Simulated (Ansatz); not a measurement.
## Run report: C₃H₉ClSi, single-point calculation

The run: single-point calculation of C₃H₉ClSi, SMILES CC(C)[SiH2]Cl. Method and program: RKS B3LYP-D4/def2-TZVPP (Ansatz 0.2.0).

The geometry comes from this level: PBE0-D4/def2-TZVP. Figures and captions count atoms from 1; the log counts them from 0 in places.

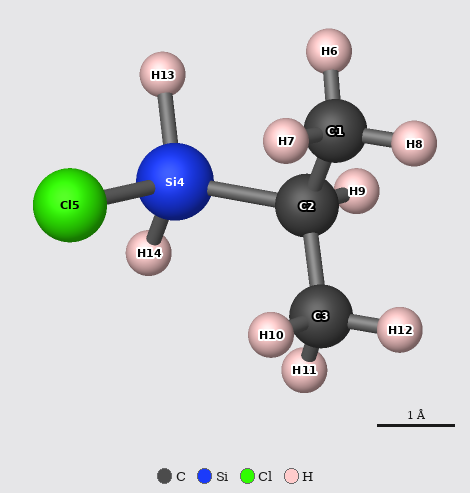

*The structure as given in the input (ball-and-stick view, seen at a tilt; atoms are numbered from 1 in the order of the input).*

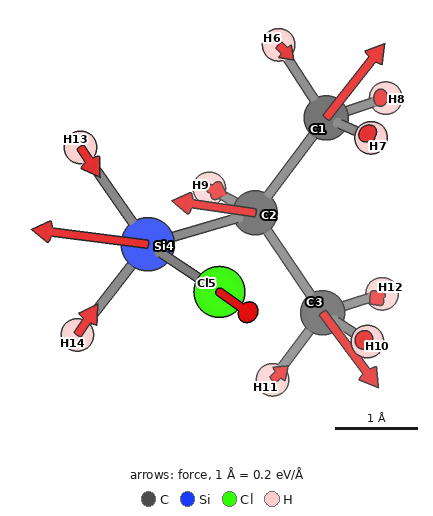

*Forces on the atoms as red arrows (ball-and-stick view, seen at a tilt; atoms are numbered from 1 in the order of the input).*

The largest act on Si4 (0.31 eV/Å); C1, C3 (0.24 eV/Å); C2 (0.23 eV/Å); Cl5 (0.22 eV/Å), among others. The geometry is not a stationary point of this energy.

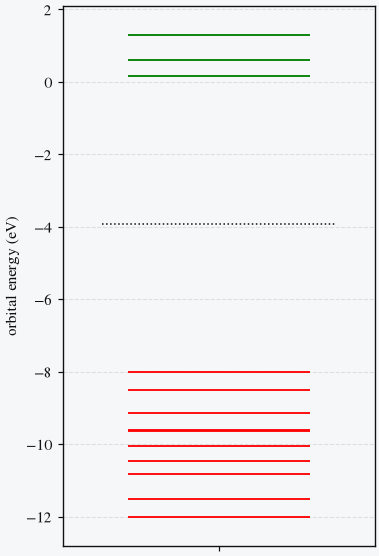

*Orbital energies near the frontier; the dotted line parts filled from empty levels, and levels within 0.02 eV of each other stand side by side.*

Highest filled −8.00 eV, lowest empty 0.16 eV, 8.16 eV apart.

The input that produced these results follows, with the program's output.

### Input
```yaml
crystal:
  periodic: [false, false, false]
  atoms:
    - {symbol: C, position_ang: [0.083721, 0.997681, -1.145274]}
    - {symbol: C, position_ang: [-0.452123, 0.169162, 0.019042]}
    - {symbol: C, position_ang: [-0.748499, -1.268388, -0.399098]}
    - {symbol: Si, position_ang: [0.689631, 0.237738, 1.500771]}
    - {symbol: Cl, position_ang: [2.516681, -0.590452, 1.010822]}
    - {symbol: H, position_ang: [0.252507, 2.040428, -0.865018]}
    - {symbol: H, position_ang: [1.032276, 0.593436, -1.508959]}
    - {symbol: H, position_ang: [-0.620870, 0.986836, -1.982337]}
    - {symbol: H, position_ang: [-1.384977, 0.629591, 0.377079]}
    - {symbol: H, position_ang: [0.162166, -1.775414, -0.729351]}
    - {symbol: H, position_ang: [-1.177528, -1.854327, 0.417575]}
    - {symbol: H, position_ang: [-1.456955, -1.288917, -1.232713]}
    - {symbol: H, position_ang: [0.944158, 1.637452, 1.925591]}
    - {symbol: H, position_ang: [0.147112, -0.543927, 2.640571]}
basis:
  gaussian: {orbitals: def2-TZVPP}
hamiltonian: {xc: {name: B3LYP}, dispersion: d4}
output: {forces: true, orbitals: {seedname: orbitals}}
```

Run as:
```bash
ansatz run in.yaml --threads 4 --pin off --events-out ev --progress --plain --max-ram 10444MiB
```

### Output
```
Functional definition: B3LYP
  name "B3LYP"
  cite "Stephens, Devlin, Chabalowski & Frisch, J. Phys. Chem. 98, 11623 (1994) doi:10.1021/j100096a001"
  cite "Becke, Phys. Rev. A 38, 3098 (1988) doi:10.1103/PhysRevA.38.3098"
  cite "Lee, Yang & Parr, Phys. Rev. B 37, 785 (1988) doi:10.1103/PhysRevB.37.785"
  cite "Vosko, Wilk & Nusair, Can. J. Phys. 58, 1200 (1980) doi:10.1139/p80-159"
  parameter a0 = 0.2
  parameter ax = 0.72
  parameter ac = 0.81
  exchange = (1 - a0 - ax)*slater_x + ax*b88_x + a0*exact_x
  correlation = (1 - ac)*vwn_rpa_c + ac*lyp_c
1675 factors; their error is unknown
mean field evaluation 1: about -23651.2680 eV, gradient 7.0e1 eV
mean field evaluation 2: about -23638.2790 eV, gradient 9.7e1 eV
mean field evaluation 4: about -23662.8827 eV, gradient 5.2e0 eV
mean field evaluation 8: about -23662.9424 eV, gradient 5.5e-2 eV
mean field evaluation 16: about -23662.9560 eV, gradient 1.4e-4 eV
mean field -23662.95598878 eV, -869.5975932602 hartree, gradient 9.6e-6 eV, S^2 0.000000; 0 other end points of the search recorded, 0 dependent functions left out
the calculation of the forces begins
reference -23662.95630365 eV, -869.5976048314 hartree; 29, 29 occupied and 274, 274 virtual orbitals, 1675 factors
Total energy: -23663.49403730 eV, -869.6173661786 hartree
Atom 0 at     0.083721     0.997681    -1.145274 Å, force     0.071076     0.129146    -0.192898 eV/Å
Atom 1 at    -0.452123     0.169162     0.019042 Å, force    -0.097955     0.094921     0.179528 eV/Å
Atom 2 at    -0.748499    -1.268388    -0.399098 Å, force    -0.058146    -0.222684    -0.077026 eV/Å
Atom 3 at     0.689631     0.237738     1.500771 Å, force    -0.122517     0.127413     0.252753 eV/Å
Atom 4 at     2.516681    -0.590452     1.010822 Å, force     0.198923    -0.088577    -0.047964 eV/Å
Atom 5 at     0.252507     2.040428    -0.865018 Å, force    -0.007291    -0.050360    -0.025353 eV/Å
Atom 6 at     1.032276     0.593436    -1.508959 Å, force    -0.054681     0.031864     0.006560 eV/Å
Atom 7 at    -0.620870     0.986836    -1.982337 Å, force     0.040867     0.012720     0.032840 eV/Å
Atom 8 at    -1.384977     0.629591     0.377079 Å, force     0.043275    -0.027204    -0.034288 eV/Å
Atom 9 at     0.162166    -1.775414    -0.729351 Å, force    -0.060023     0.016491     0.011779 eV/Å
Atom 10 at    -1.177528    -1.854327     0.417575 Å, force     0.019029     0.021452    -0.049136 eV/Å
Atom 11 at    -1.456955    -1.288917    -1.232713 Å, force     0.030978    -0.014556     0.041652 eV/Å
Atom 12 at     0.944158     1.637452     1.925591 Å, force    -0.028439    -0.088571    -0.025342 eV/Å
Atom 13 at     0.147112    -0.543927     2.640571 Å, force     0.024904     0.057945    -0.073104 eV/Å
Dipole moment:    -0.369881     0.103939    -0.095237 e Å
```

### Summary

```json
{"quantity": "outcome", "value": "converged"}
{"quantity": "total energy", "value": "−23663.4940 eV"}
{"quantity": "mean-field energy", "value": "−23662.9563 eV"}
{"quantity": "dispersion energy", "value": "−0.5377 eV"}
{"quantity": "SCF solution under orbital rotations", "value": "stable"}
{"quantity": "HOMO", "value": "−8.00 eV"}
{"quantity": "LUMO", "value": "0.16 eV"}
{"quantity": "largest force (length of the vector)", "value": "0.308 eV/Å"}
{"quantity": "dipole moment", "value": "1.90 D"}
{"quantity": "hardware", "value": "4 threads of AMD EPYC, 23 GiB of memory available, shared host"}
{"quantity": "wall time", "value": "6.5 s (CPU time 23 s)"}
{"quantity": "peak memory", "value": "1.1 GiB"}
```
